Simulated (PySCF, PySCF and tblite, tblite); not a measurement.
# C₆H₇F₃: conformers and averaged spectra

Which conformers does C₆H₇F₃ (`C=CC1(C(F)(F)F)CC1`) populate, and what do their averaged NMR parameters look like?

Computed with tblite 0.8.0 (tight binding) and PySCF 2.14.0 (DFT, with response routines of our own); each step states its level. Atoms count from 0 throughout.

## 1. The starting structure

16 atoms, charge 0, multiplicity 1; geometry from: MMFF94s geometry.

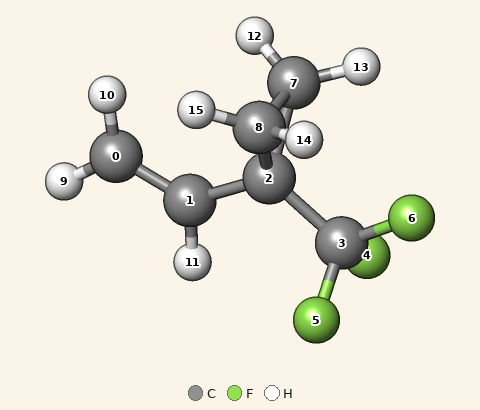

The starting geometry (carbon grey, fluorine green, hydrogen white), atoms numbered.

## 2. GFN2-xTB relaxation, conformer 1

What the job is given:

```
{"job": {"xc": "GFN2-xTB", "basis": "xTB", "kind": "relax"}, "charge": 0, "multiplicity": 1}
C      2.266700    -0.316900    -0.237500
C      1.028900    -0.825800    -0.062600
C     -0.273200    -0.131700     0.044700
C     -1.492000    -1.020300     0.246300
F     -1.370700    -1.735700     1.411700
F     -1.624700    -1.913000    -0.765500
F     -2.643500    -0.316300     0.325900
C     -0.292900     1.255800     0.692600
C     -0.465700     1.125400    -0.797800
H      3.124700    -0.962600    -0.279400
H      2.425300     0.749900    -0.345600
H      0.979000    -1.920500     0.044200
H      0.618900     1.677100     1.075800
H     -1.163000     1.534000     1.272900
H     -1.457600     1.338700    -1.210400
H      0.332200     1.470800    -1.426700
```

On the command line:

```
OMP_NUM_THREADS=1 python ens_run.py task.json out
```

This one command runs the whole study; its stages follow in the order run.

Log:

```text
step      E/eV     max force
  0    -831.84870    1.720
  1    -831.92795    1.060
  2    -831.95946    0.540
  3    -831.97712    0.224
  4    -831.98193    0.185
  5    -831.98709    0.177
  6    -831.99251    0.191
  7    -831.99554    0.126
  8    -831.99721    0.100
  9    -831.99829    0.092
 10    -831.99904    0.079
 11    -831.99942    0.052
 12    -831.99964    0.037
 13    -831.99964    0.037
 14    -831.99975    0.035
 15    -832.00000    0.034
 16    -832.00006    0.033
 17    -832.00016    0.030
 18    -832.00025    0.018
 19    -832.00029    0.013
 20    -832.00031    0.011
 21    -832.00033    0.010
 22    -832.00034    0.009
 23    -832.00035    0.008
 24    -832.00036    0.008
 25    -832.00036    0.007
 26    -832.00037    0.002
```

It took 0.12 s on 1 thread of Arm Neoverse V2, shared host.

Gain 0.152 eV; displacement 0.04 Å root mean square.

## 3. Shieldings, conformer 1: PBE0/pcSseg-1

What the job is given:

```
{"job": {"xc": "PBE0", "basis": "pcSseg-1", "kind": "nmr", "pop": true}, "charge": 0, "multiplicity": 1}
C      2.221179    -0.322487    -0.231728
C      1.026137    -0.857247    -0.049534
C     -0.244180    -0.097965     0.035090
C     -1.439502    -0.991432     0.244968
F     -1.347338    -1.710870     1.378692
F     -1.590728    -1.885866    -0.749156
F     -2.598529    -0.320180     0.322320
C     -0.301595     1.266287     0.684297
C     -0.470992     1.147935    -0.790754
H      3.101664    -0.936952    -0.283085
H      2.374289     0.738284    -0.336783
H      0.919622    -1.928726     0.050841
H      0.625980     1.654113     1.074788
H     -1.167428     1.500611     1.284907
H     -1.453849     1.300696    -1.210214
H      0.337673     1.452744    -1.436061
```

Log:

```text
coarse grid: 14120 points
cycle   1  E = -531.5136161746  dE =  1.500e+00  |g| = 9.057e-01  |ddm| = 3.598e+00
cycle   2  E = -531.3767294779  dE =  1.369e-01  |g| = 1.334e+00  |ddm| = 1.235e+00
cycle   3  E = -531.6575036963  dE = -2.808e-01  |g| = 8.516e-02  |ddm| = 7.952e-01
cycle   4  E = -531.6585414136  dE = -1.038e-03  |g| = 5.674e-02  |ddm| = 1.319e-01
cycle   5  E = -531.6592951919  dE = -7.538e-04  |g| = 1.467e-02  |ddm| = 5.583e-02
cycle   6  E = -531.6593429491  dE = -4.776e-05  |g| = 3.525e-03  |ddm| = 1.251e-02
cycle   7  E = -531.6593458771  dE = -2.928e-06  |g| = 5.763e-04  |ddm| = 4.066e-03
final grid: 139664 points
cycle   8  E = -531.7338836671  dE = -6.696e-05  |g| = 8.422e-03  |ddm| = 4.150e-02
cycle   9  E = -531.7338774343  dE =  6.233e-06  |g| = 1.045e-02  |ddm| = 1.587e-02
cycle  10  E = -531.7339004503  dE = -2.302e-05  |g| = 1.122e-03  |ddm| = 8.529e-03
cycle  11  E = -531.7339006531  dE = -2.028e-07  |g| = 3.468e-04  |ddm| = 9.813e-04
cycle  12  E = -531.7339006739  dE = -2.078e-08  |g| = 1.469e-04  |ddm| = 3.782e-04
cycle  13  E = -531.7339006790  dE = -5.103e-09  |g| = 3.349e-05  |ddm| = 1.588e-04
cycle  14  E = -531.7339006792  dE = -2.407e-10  |g| = 9.283e-06  |ddm| = 3.263e-05
converged SCF energy = -531.7339006792

GIAO shielding tensors (ppm)
atom      isotropic    diamagn.    paramagn.     s11        s22        s33       span
  0 C       70.871     256.261    -185.391    -46.210     83.311    175.510    221.720
  1 C       41.629     250.408    -208.779    -78.530     44.584    158.833    237.362
  2 C      159.308     257.174     -97.866    122.473    144.222    211.230     88.756
  3 C       50.091     240.768    -190.677     42.129     47.799     60.345     18.215
  4 F      251.924     474.508    -222.584    161.514    250.478    343.779    182.265
  5 F      252.004     474.498    -222.494    161.625    250.635    343.751    182.126
  6 F      271.420     473.783    -202.363    185.595    277.046    351.620    166.025
  7 C      166.427     251.581     -85.154    133.664    172.591    193.025     59.362
  8 C      166.489     251.578     -85.089    133.854    172.603    193.010     59.156
  9 H       26.336      28.873      -2.538     23.563     24.839     30.605      7.043
 10 H       26.785      33.078      -6.293     22.594     24.983     32.780     10.186
 11 H       24.808      30.638      -5.830     22.386     22.535     29.505      7.119
 12 H       30.855      32.195      -1.339     25.407     28.081     39.078     13.672
 13 H       30.273      31.143      -0.870     24.088     28.378     38.354     14.267
 14 H       30.271      31.141      -0.870     24.082     28.377     38.354     14.272
 15 H       30.852      32.197      -1.345     25.401     28.076     39.079     13.678
```

Wall time 25 s (1 thread of Arm Neoverse V2, shared host); peak memory 0.83 GiB.

This run: HOMO -7.52 eV, LUMO -0.20 eV; dipole 2.42 D.

## 4. Averages: properties at PBE0/pcSseg-1

What the job is given:

```
{"job": {"study": "conf", "smiles": "C=CC1(C(F)(F)F)CC1", "search": {"seed": 7536, "n_embed": 60, "ff_keep": 14, "window": 3.0, "nmax": 10, "temps": [150, 200, 250, 298.15, 400], "t_ref": 298.15, "order": 0.002}, "level": {"nmr": {"xc": "PBE0", "basis": "pcSseg-1"}}, "kind": "conf"}, "charge": 0, "multiplicity": 1}
C      2.221179    -0.322487    -0.231728
C      1.026137    -0.857247    -0.049534
C     -0.244180    -0.097965     0.035090
C     -1.439502    -0.991432     0.244968
F     -1.347338    -1.710870     1.378692
F     -1.590728    -1.885866    -0.749156
F     -2.598529    -0.320180     0.322320
C     -0.301595     1.266287     0.684297
C     -0.470992     1.147935    -0.790754
H      3.101664    -0.936952    -0.283085
H      2.374289     0.738284    -0.336783
H      0.919622    -1.928726     0.050841
H      0.625980     1.654113     1.074788
H     -1.167428     1.500611     1.284907
H     -1.453849     1.300696    -1.210214
H      0.337673     1.452744    -1.436061
```

Log:

```text
conformer  sym    E(xTB)   E(DFT)   G(298.15 K)  weight  dipole/D
    1     Cs      0.000    0.000    0.000   1.0000    2.424

mean shielding (ppm) by class
class atoms           150 K      200 K      250 K   298.15 K      400 K
  0 C  0             70.871     70.871     70.871     70.871     70.871
  1 C  1             41.629     41.629     41.629     41.629     41.629
  2 C  2            159.308    159.308    159.308    159.308    159.308
  3 C  3             50.091     50.091     50.091     50.091     50.091
  4 F  4,5,6        258.449    258.449    258.449    258.449    258.449
  5 C  7,8          166.458    166.458    166.458    166.458    166.458
  6 H  9             26.336     26.336     26.336     26.336     26.336
  7 H  10            26.785     26.785     26.785     26.785     26.785
  8 H  11            24.808     24.808     24.808     24.808     24.808
  9 H  12,15         30.854     30.854     30.854     30.854     30.854
 10 H  13,14         30.272     30.272     30.272     30.272     30.272
```

Wall time 27 s (1 thread of Arm Neoverse V2, shared host). This counts the runs that the step sums up.

The search (ETKDG and KDG, MMFF94s, GFN2-xTB) embedded 60 structures, kept 2 distinct ones after the force field and 1 after xTB; 1 was carried on (window 3.0 kcal/mol at the search's own energies). Energies: PBE0/pcSseg-1 with D3(BJ).

The conformers at 298 K:

```tsv
no.	group	mirror pair	ΔE xTB	ΔE DFT	ΔG	weight (%)	μ (D)	C0–C1–C2–C3 (°)	A, B, C (GHz)
1	Cs	no	0.00	0.00	0.00	100.0	2.42	180	2.48, 1.40, 1.16
```

Energies in kcal/mol. ΔG holds xTB vibrations and rotation, symmetry numbers and mirror pairs.

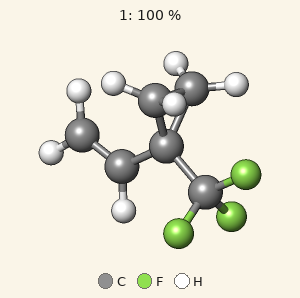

The one conformer.

Shifts against references run at the same level (19F CFCl3 170.9, 1H TMS 31.72, 13C TMS 186.9 ppm of shielding), by class of atoms, at 298 K:

```tsv
atoms	environment	average
C1	alkene CH	145.3
C3	CF3 carbon	136.8
C0	terminal =CH2 carbon	116.1
C2	three-membered-ring carbon	27.6
C7, C8	three-membered-ring carbon	20.5
H11	hydrogen on an alkene CH	6.91
H9	hydrogen on a terminal =CH2 carbon	5.38
H10	hydrogen on a terminal =CH2 carbon	4.93
H13, H14	hydrogen on a three-membered-ring carbon	1.45
H12, H15	hydrogen on a three-membered-ring carbon	0.86
F4, F5, F6	fluorine of a CF3 group	-87.5
```

Effective distances for nuclear Overhauser effects, ⟨r⁻⁶⟩^(−1/6) over all pairs of two classes (Å): H9···H10 1.83; H12···H13 2.02; H9···H11 2.42; H10···H12 2.42; H10···H11 3.06; H11···H12 3.74; H9···H12 3.83; H10···H13 3.97.

## 5. What came out

| quantity | value |
| --- | --- |
| conformers | 1; the first in weight is no. 1 (Cs), 100 % at 298 K |
| root-mean-square dipole | 2.42 D |
| averaged 13C shifts (PBE0/pcSseg-1) | 145.3, 136.8, 116.1, 27.6, 20.5 ppm |
| averaged 1H shifts (PBE0/pcSseg-1) | 6.91, 5.38, 4.93, 1.45, 0.86 ppm |
| averaged 19F shifts (PBE0/pcSseg-1) | -87.5 ppm |

**Reading.** The search found one conformer in the window, so the averages are its own values.
